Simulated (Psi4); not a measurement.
# Si2NH6 (SMILES [SiH2]N[SiH3]) at UM06-L/cc-pVDZ

What is the vertical ionisation energy of Si2NH6 at UM06-L/cc-pVDZ? 

Program for the calculation: Psi4 1.11.

2 further runs of the same task are left out: 2 set aside as unsound or not needed. Runs told in other sessions of the task aren't counted.

## Step 1: The system as given

Si2NH6 has 9 atoms, charge 0, and is taken as a doublet. SMILES: `[SiH2]N[SiH3]`. The shape is that of a PBE0-D4/def2-TZVP optimisation. This is one conformer, not always the lowest.

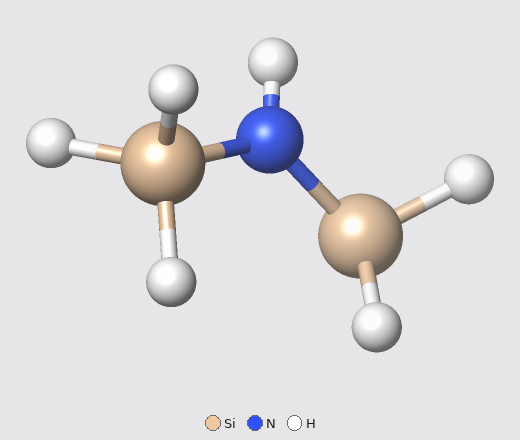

Viewed from a chosen angle; silicon light orange, nitrogen blue, hydrogen white.

## Step 2: The energy at UM06-L/cc-pVDZ

calc.in

```
memory 2.2 GB

molecule mol {
  0 2
  Si    -2.26937210     1.74856358    -1.79221626
  N      0.37208707     1.18259061     0.04762110
  Si     1.15594547    -1.55052029     1.66333693
  H     -3.05474228    -0.70297812    -2.93757926
  H     -1.59285015     3.61580197    -3.80005026
  H      1.44393973     2.71988281     0.41989714
  H      3.74657101    -2.41223540     0.99286211
  H     -0.71469442    -3.50241840     0.92313121
  H      1.08016745    -1.18618109     4.45106091
  units au
  symmetry c1
}

set {
  basis                cc-pVDZ
  reference            uks
  puream               true
  e_convergence        1e-09
  d_convergence        1e-08
  scf_type             pk
  dft_radial_points    99
  dft_spherical_points 590
  maxiter              100
}

e, wfn = energy("m06-l", return_wfn=True)
oeprop(wfn, "WIBERG_LOWDIN_INDICES", "QUADRUPOLE", "MAYER_INDICES", title="M06-L")
```

The run is started by

```sh
$ psi4 -i calc.in -o calc.out -n 1
```

calc.out:

```text
[...]
  Running in c1 symmetry.
[...]
  Nuclear repulsion =  147.533691585617134
[...]
  Multiplicity = 2
[...]
  Nalpha       = 21
  Nbeta        = 20
[...]
    Number of basis functions: 80
[...]
   @UKS iter   1:  -637.02913775620289   -2.07337e-01   9.67841e-03 DIIS/ADIIS
[...]
   @UKS iter  13:  -637.30858705888090   -4.32010e-12   5.21570e-09 DIIS
[...]
   @S^2 Observed:                7.529571928E-01
[...]
    Orbital Energies [Eh]
    ---------------------
    Alpha Occupied:
       1A    -65.854393     2A    -65.847869     3A    -14.173529
       4A     -5.261990     5A     -5.254291     6A     -3.572338
       7A     -3.570340     8A     -3.569916     9A     -3.565125
      10A     -3.564133    11A     -3.562330    12A     -0.833199
      13A     -0.520375    14A     -0.500675    15A     -0.414613
      16A     -0.357510    17A     -0.336891    18A     -0.321653
      19A     -0.312060    20A     -0.270070    21A     -0.160919
    Alpha Virtual:
      22A      0.004394    23A      0.045181    24A      0.056262
      25A      0.068004    26A      0.075195    27A      0.086251
[...]
  @UKS Final Energy:  -637.30858705888090
   => Energetics <=
    Nuclear Repulsion Energy =            147.5336915856171345
    One-Electron Energy =               -1173.8797211989576681
    Two-Electron Energy =                 440.0841597371101557
    DFT Exchange-Correlation Energy =     -51.0467171826506032
    Empirical Dispersion Energy =           0.0000000000000000
    VV10 Nonlocal Energy =                  0.0000000000000000
    Total Energy =                       -637.3085870588809030
  UHF NO Occupations:
  HONO-2 :   19  A 1.9997609
  HONO-1 :   20  A 1.9989581
[...]
 Multipole Moments:
 ------------------------------------------------------------------------------------
     Multipole            Electronic (a.u.)      Nuclear  (a.u.)        Total (a.u.)
 ------------------------------------------------------------------------------------
 L = 1.  Multiply by 2.5417464519 to convert [e a0] to [Debye]
 Dipole X            :         -1.0662269            1.4243407            0.3581138
 Dipole Y            :          1.7424505           -1.5412695            0.2011810
 Dipole Z            :          0.0487891            0.1368717            0.1856609
 Magnitude           :                                                    0.4507651
 L = 2.  Multiply by 1.3450342976 to convert [e a0^2] to [Debye ang]
 Quadrupole XX       :       -144.8664433          117.9379682          -26.9284751
 Quadrupole XY       :         83.7405030          -82.2979772            1.4425259
[...]
```

It took 45 s on 1 thread of Intel Xeon 6975P-C (Granite Rapids), shared host; peak memory 1.3 GiB.

## Step 3: The singlet cation at the same level

h6nsi2.json

```json
{
 "schema_name": "qcschema_input",
 "schema_version": 1,
 "molecule": {
  "schema_name": "qcschema_molecule",
  "schema_version": 2,
  "symbols": ["Si", "N", "Si", "H", "H", "H", "H", "H", "H"],
  "geometry": [-2.2693721, 1.74856358, -1.79221626, 0.37208707, 1.18259061, 0.0476211, 1.15594547, -1.55052029, 1.66333693, -3.05474228, -0.70297812, -2.93757926, -1.59285015, 3.61580197, -3.80005026, 1.44393973, 2.71988281, 0.41989714, 3.74657101, -2.4122354, 0.99286211, -0.71469442, -3.5024184, 0.92313121, 1.08016745, -1.18618109, 4.45106091],
  "molecular_charge": 1,
  "molecular_multiplicity": 1,
  "fix_symmetry": "c1",
  "fix_com": true,
  "fix_orientation": true
 },
 "driver": "energy",
 "model": {
  "method": "m06-l",
  "basis": "cc-pVDZ"
 },
 "keywords": {
  "puream": true,
  "e_convergence": 1e-09,
  "d_convergence": 1e-08,
  "scf_type": "pk",
  "dft_radial_points": 99,
  "dft_spherical_points": 590
 }
}
```

The run is started by

```sh
$ psi4 --qcschema h6nsi2.json -n 1 --memory 2200MB
```

stdout:

```text
[...]
  Running in c1 symmetry.
[...]
  Nuclear repulsion =  147.533691585617134
[...]
  Multiplicity = 1
[...]
  Nalpha       = 20
  Nbeta        = 20
[...]
    Number of basis functions: 80
[...]
   @RKS iter   1:  -636.77028136955846    5.15192e-02   9.17800e-03 ADIIS/DIIS
[...]
   @RKS iter  13:  -637.03851335052741   -2.04636e-12   1.92185e-09 DIIS
[...]
    Orbital Energies [Eh]
    ---------------------
    Doubly Occupied:
       1A    -66.129820     2A    -66.030595     3A    -14.426086
       4A     -5.532786     5A     -5.440147     6A     -3.846729
       7A     -3.840731     8A     -3.838503     9A     -3.751914
      10A     -3.747474    11A     -3.747202    12A     -1.065232
      13A     -0.741093    14A     -0.713176    15A     -0.627019
      16A     -0.572307    17A     -0.545740    18A     -0.533683
      19A     -0.486504    20A     -0.465247
[...]
  @RKS Final Energy:  -637.03851335052741
   => Energetics <=
    Nuclear Repulsion Energy =            147.5336915856171345
    One-Electron Energy =               -1164.7573263567685444
    Two-Electron Energy =                 430.9255855029260829
    DFT Exchange-Correlation Energy =     -50.7404640823020401
    Empirical Dispersion Energy =           0.0000000000000000
    VV10 Nonlocal Energy =                  0.0000000000000000
    Total Energy =                       -637.0385133505274098
[...]
 Multipole Moments:
 ------------------------------------------------------------------------------------
     Multipole            Electronic (a.u.)      Nuclear  (a.u.)        Total (a.u.)
 ------------------------------------------------------------------------------------
 L = 1.  Multiply by 2.5417464519 to convert [e a0] to [Debye]
 Dipole X            :         10.9268303          -12.0749720           -1.1481417
 Dipole Y            :         -8.2113788            9.5826121            1.3712333
 Dipole Z            :          0.7417416           -1.4216411           -0.6798994
 Magnitude           :                                                    1.9133148
[...]
```

The result, in JSON:

```text
{
 "driver": "energy",
 "model": {
  "method": "m06-l",
  "basis": "cc-pVDZ"
 },
 "success": true,
 "return_result": -637.0385133505274,
 "properties": {
  "calcinfo_nbasis": 80,
  "calcinfo_nmo": 80,
  "calcinfo_nalpha": 20,
  "calcinfo_nbeta": 20,
  "calcinfo_natom": 9,
  "nuclear_repulsion_energy": 147.53369158561713,
  "return_energy": -637.0385133505274,
  "scf_one_electron_energy": -1164.7573263567685,
  "scf_two_electron_energy": 430.9255855029261,
  "scf_xc_energy": -50.74046408230204,
  "scf_dipole_moment": [-1.148141739008107, 1.3712333119219533, -0.6798994243845797],
  "scf_total_energy": -637.0385133505274,
  "scf_iterations": 13
 }
}
```

It took 32 s on 1 thread of Intel Xeon 6975P-C (Granite Rapids), shared host; peak memory 1.3 GiB.

## Step 4: Outcome

At UM06-L/cc-pVDZ:

| quantity | value |
| --- | --- |
| doublet Si2NH6: total energy | -637.30859 Eh |
| doublet Si2NH6: dipole moment | 1.15 D |
| doublet Si2NH6: HOMO energy (highest over α and β) | -4.38 eV |
| doublet Si2NH6: LUMO energy (lowest over α and β) | -2.73 eV |
| doublet Si2NH6: ⟨S²⟩ | 0.753 |
| singlet cation: total energy | -637.03851 Eh |
| singlet cation: HOMO energy | -12.66 eV |
| singlet cation: LUMO energy | -10.15 eV |
| singlet cation: HOMO–LUMO gap | 2.51 eV |
| vertical ionisation energy (to the singlet cation) | 7.349 eV |

What this shows: The vertical ionisation energy comes to 7.35 eV (169 kcal/mol). Only the singlet of the ionised species was computed; a triplet could lie lower.
